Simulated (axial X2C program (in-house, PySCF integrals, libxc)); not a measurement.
**A two-component session on ZrC⁻: properties at the nuclei**

Wanted for ZrC⁻: properties at the nuclei, at the two-component level.

The runs use an in-house X2C program for linear molecules on PySCF integrals; two-component X2C with atomic mean-field terms, Zr dyall-acv3z, C dyall-av3z.

All values are calculated.

### Step 1. Set-up

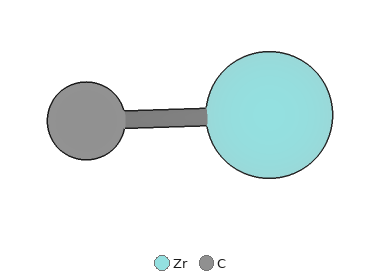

The two atoms at 1.940 Å (zirconium light teal, carbon grey).

task.json reads:

```json
{
 "zs": [
  40,
  6
 ],
 "q": -1,
 "bas": [
  "dyall-acv3z",
  "dyall-av3z"
 ],
 "r0": 1.94,
 "levels": [
  "PBE0",
  "HF",
  "BP86",
  "PBE",
  "B3LYP"
 ],
 "nst": 3
}
```

Keys: zs atomic numbers; q charge; bas basis sets; r0 starting distance in Å; levels methods (HF also brings MP2); nst determinants followed.

Launch:

```bash
$ python soeom.py task.json out
```

Nuclei are Gaussian, cores are contracted, and the Gaunt term is on.

### Step 2. Expectation values, lowest determinant

R = 1.796 Å. State: Ω = 1/2 (excess of +ω over −ω: ω = 1/2).

Output of the PBE0 run:

```text
two-component X2C + atomic mean field  PBE0
basis functions 228  fitting functions 1059  grid points 5075
iter        total energy     max residual
   1      -3634.622661821     1.72e-05
   2      -3634.622661841     3.50e-05
   3      -3634.622661862     1.15e-05
   4      -3634.622661875     9.14e-06
   5      -3634.622661893     4.46e-06
   6      -3634.622661901     4.16e-06
   7      -3634.622661901     4.12e-06
converged
one-electron -5166.19698914  Coulomb 1582.69164434  exact exchange -29.54556849  xc functional -90.68679425  nuclear repulsion 70.71410391  atomic mean-field constant -1.59905827
```

The highest occupied spinor is 40% Zr d, 36% C p, 8% C s.

```
level  Eeff magnitude (GV/cm)  Ws magnitude Zr (kHz)  A∥/gI Zr (MHz)  qzz Zr (a.u.)  A∥/gI C (MHz)  qzz C (a.u.)
 PBE0                    2.14                   2.02            2130          -3.25           40.5         -0.04
   HF                    2.16                   2.11            1220          -3.55           -233         -0.01
 BP86                  0.0397                0.00401            1080          -3.24            145          0.34
  PBE                  0.0261                 0.0153            1060          -3.20            147          0.33
B3LYP                   0.214                  0.289             685          -3.13            142          0.37
```

Eeff is the effective electric field on the electron dipole moment in this Ω state and Ws the scalar–pseudoscalar constant (defined with the proton number Z and per Ω); A∥ is the parallel hyperfine constant, which follows by multiplying with the nuclear g factor gI = μI/(I μN); qzz is the electric field gradient, eQq0 = 234.96 MHz × Q/barn × qzz. The operators were transformed with the bare-nucleus X2C matrices.

### Step 3. Expectation values, a higher determinant

R = 1.796 Å. State: Ω = 3/2 (excess of +ω over −ω: ω = 3/2), 0.43 eV above the lowest in the PBE0 search for states (made at or near this distance, with looser thresholds).

Output of the PBE0 run:

```text
two-component X2C + atomic mean field  PBE0
basis functions 228  fitting functions 1059  grid points 5075
iter        total energy     max residual
   1      -3634.606831792     9.16e-06
   2      -3634.606831789     2.42e-05
   3      -3634.606831796     2.09e-06
   4      -3634.606831796     1.36e-06
converged
one-electron -5163.97813839  Coulomb 1580.42698853  exact exchange -29.53608085  xc functional -90.63464673  nuclear repulsion 70.71410391  atomic mean-field constant -1.59905827
```

The highest occupied spinor is 54% Zr s, 20% C p, 18% Zr p.

```
level  Eeff magnitude (GV/cm)  Ws magnitude Zr (kHz)  A∥/gI Zr (MHz)  qzz Zr (a.u.)  A∥/gI C (MHz)  qzz C (a.u.)
 PBE0                   0.169                 0.0957             140          -3.27           37.9         -0.51
   HF                    6.26                   2.06             341          -2.83           68.8         -0.33
 BP86                  0.0286                 0.0473             122          -3.62           39.9         -0.53
  PBE                  0.0407                 0.0515             123          -3.57           39.2         -0.52
B3LYP                   0.083                  0.067             118          -3.47           42.9         -0.53
```

### Step 4. Expectation values, a higher determinant

R = 1.796 Å. State: Ω = 1/2 (excess of +ω over −ω: 2 × ω = -1/2, ω = 3/2), 0.57 eV above the lowest in the PBE0 search for states (made at or near this distance, with looser thresholds).

Output of the PBE0 run:

```text
two-component X2C + atomic mean field  PBE0
basis functions 228  fitting functions 1059  grid points 5075
iter        total energy     max residual
   1      -3634.601726233     2.34e-06
   2      -3634.601726234     5.06e-06
converged
one-electron -5166.84994245  Coulomb 1583.40531357  exact exchange -29.56202287  xc functional -90.71012012  nuclear repulsion 70.71410391  atomic mean-field constant -1.59905827
```

The highest occupied spinor is 93% Zr d, 4% C d, 2% C f.

```
level  Eeff magnitude (GV/cm)  Ws magnitude Zr (kHz)  A∥/gI Zr (MHz)  qzz Zr (a.u.)  A∥/gI C (MHz)  qzz C (a.u.)
 PBE0                     2.1                   1.77           -1220          -1.00           -137          0.47
   HF                    2.67                    2.2           -82.2          -0.60           -125          0.41
 BP86                    2.15                   1.83           -2340          -1.70           -166          0.46
  PBE                    2.11                    1.8           -2260          -1.71           -165          0.46
B3LYP                    2.13                    1.8           -1440          -1.15           -152          0.48
```

### Step 5. Results

| quantity | value |
| --- | --- |
| lowest determinant | Ω = 1/2 (excess of +ω over −ω: ω = 1/2) |
| Eeff magnitude (GV/cm), PBE0 | 2.14 |
| Ws magnitude Zr (kHz), PBE0 | 2.02 |
| A∥/gI Zr (MHz), PBE0 | 2130 |
| qzz Zr (a.u.), PBE0 | -3.25 |
| higher determinant | Ω = 3/2 (excess of +ω over −ω: ω = 3/2) |
| Eeff magnitude (GV/cm), PBE0, higher determinant | 0.169 |
| Ws magnitude Zr (kHz), PBE0, higher determinant | 0.0957 |
| A∥/gI Zr (MHz), PBE0, higher determinant | 140 |
| qzz Zr (a.u.), PBE0, higher determinant | -3.27 |
| higher determinant | Ω = 1/2 (excess of +ω over −ω: 2 × ω = -1/2, ω = 3/2) |
| Eeff magnitude (GV/cm), PBE0, higher determinant | 2.1 |
| Ws magnitude Zr (kHz), PBE0, higher determinant | 1.77 |
| A∥/gI Zr (MHz), PBE0, higher determinant | -1220 |
| qzz Zr (a.u.), PBE0, higher determinant | -1.00 |

**Reading.** In the first state, the effective field runs from 0.0261 to 2.16 GV/cm over the mean-field levels, so the levels don't agree on it. The expectation values come from single determinants, which for open shells can mix terms of unlike spin or miss the lowest Ω, so a determinant need not be a state. Eeff is the effective electric field on the electron dipole moment in this Ω state and Ws the scalar–pseudoscalar constant (defined with the proton number Z and per Ω); A∥ is the parallel hyperfine constant, which follows by multiplying with the nuclear g factor gI = μI/(I μN); qzz is the electric field gradient, eQq0 = 234.96 MHz × Q/barn × qzz. The operators were transformed with the bare-nucleus X2C matrices.
